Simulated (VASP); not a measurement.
Band structure of ZrS₂ (1T layered). These are PBE GGA with spin-orbit coupling, VASP's PBE PAW potentials (set 64) (plane waves; VASP 6.6.1) values and carry that method's errors.

Without a dispersion term in the relaxation, distances and binding between the weakly bound layers, chains or molecules are unreliable, and so is what depends on them.

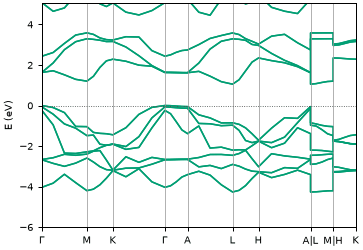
Figure: Bands along high-symmetry lines, zero at the valence-band maximum or, without a gap, the Fermi level

### Question
Read the plot: is there a gap, and where are the band edges?

### Answer
The gap is indirect, 1.05 eV, from the valence maximum at Γ to the conduction minimum at L.

Measured: gap 1.70 eV (computed value off by -0.65 eV), as given by Miłosz Rybak et al., Nanomaterials (2022), arXiv:2210.12074.

The compound is ZrS2 in the 1T layered structure. It was relaxed first, which changed the volume by +11 %.
